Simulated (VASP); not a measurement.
Band structure of Ir (space group P6_3/mmc). Method: r2SCAN meta-GGA, VASP's PBE PAW potentials (set 64) (plane waves; VASP 6.6.1).

Unless said otherwise, spin-orbit coupling is left out, though it shifts the bands of the heavy elements here.

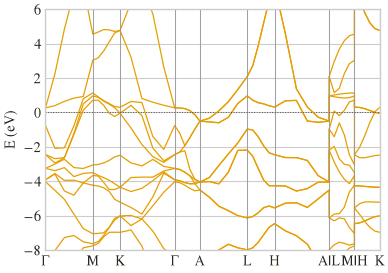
Figure: Bands along high-symmetry lines, zero at the valence-band maximum or, without a gap, the Fermi level

Task: Read the plot: is there a gap, and where are the band edges?

Result: It has no gap at this level: it comes out as a metal or semimetal.

The structure comes from a computed database's Ir entry (P6_3/mmc); how it stands against other phases isn't given here. It was relaxed first.
